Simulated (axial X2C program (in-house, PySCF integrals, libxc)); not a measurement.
# Run report: RuP, relativistic diatomic calculation

- system: RuP, single determinant with Ω = 9/2 (not the lowest found). The distance is the PBE0 minimum at charge 0.
- method: expectation values, HF and Kohn-Sham, two-component X2C with atomic mean-field Coulomb and Gaunt terms, Ru dyall-cv3z, P dyall-v3z (cores contracted) (axial X2C program (in-house, PySCF integrals, libxc))

### Input
```
{"zs": [44, 15], "q": 0, "bas": ["dyall-cv3z", "dyall-v3z"], "r0": 2.16, "levels": ["PBE0", "HF", "r2SCAN", "B3LYP", "TPSSh"], "nst": 3}
```

The line is the task of a batch: nuclear charges, charge, bases, the levels to run, a first guess of the distance and further settings. This report covers the levels named above. The log is that of the reference distance, started from orbitals converged before.

Launched within a batch (the task file carries these settings):
```bash
python <driver script> task.json out
```

### The program's output
```
two-component X2C + atomic mean field  PBE0
basis functions 196  fitting functions 963  grid points 5076
iter        total energy     max residual
   1      -4870.240940894     5.91e-05
   2      -4870.240940907     2.90e-05
   3      -4870.240940918     6.35e-05
   4      -4870.240940925     4.22e-05
   5      -4870.240940927     4.62e-06
converged
one-electron -7055.72655768  Coulomb 2174.41689245  exact exchange -38.74125707  xc functional -118.85691026  nuclear repulsion 170.95299031  atomic mean-field constant -2.28609867
```

### Expectation values by level of theory

| quantity | PBE0 | HF | r2SCAN | B3LYP | TPSSh |
| --- | --- | --- | --- | --- | --- |
| effective field for an electron dipole moment (GV/cm) | 2.28 | −1.56 | 1.57 | 2.03 | 2.02 |
| field gradient at the first nucleus (a.u.) | 1.33 | 2.60 | 1.32 | 1.26 | 1.24 |
| field gradient at the second nucleus (a.u.) | −1.09 | −0.456 | −0.955 | −1.05 | −0.995 |
| A∥/gI, first nucleus (MHz) | 665 | 580 | 714 | 680 | 683 |
| A∥/gI, second nucleus (MHz) | 39.9 | 46.2 | 40.5 | 41.6 | 38.6 |

Each column comes from one determinant with 3 or more unpaired spinors, which can mix states, in a basis with contracted cores. The levels disagree widely: the effective field runs from −1.56 to 2.28 GV/cm, the field gradient at the first nucleus runs from 1.24 to 2.60 a.u. and the field gradient at the second nucleus runs from −1.09 to −0.456 a.u. They may not all have settled in the same state, and these values aren't reliable properties of the molecule.

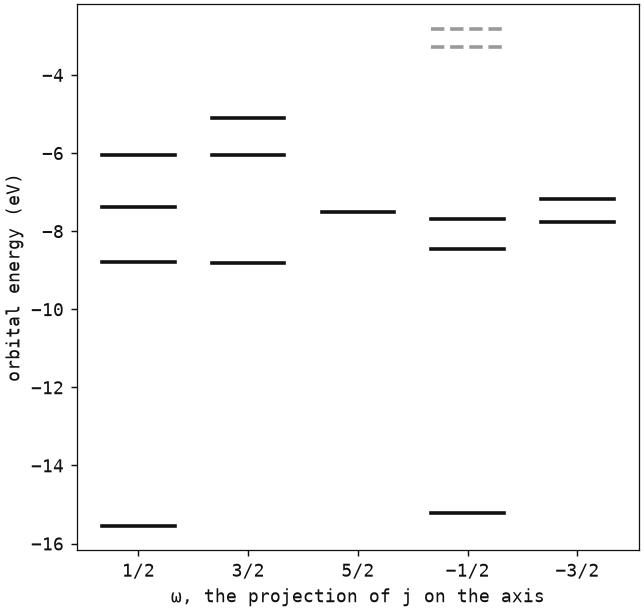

Fig. 1: Orbital energies (PBE0) near the frontier at 2.04 Å, filled (solid) and empty (dashed). The highest filled spinor (3/2; 54 % P p, 23 % Ru d) lies at −5.11 eV, the lowest empty one (−1/2; 52 % P p, 21 % Ru d) at −3.29 eV.

### Key numbers

- outcome: converged; the levels of theory disagree widely
- hardware: 1 thread of Intel Xeon (Granite Rapids), 64 GiB of memory available, shared host
- wall time: 3.9 s
- peak memory: 0.35 GiB
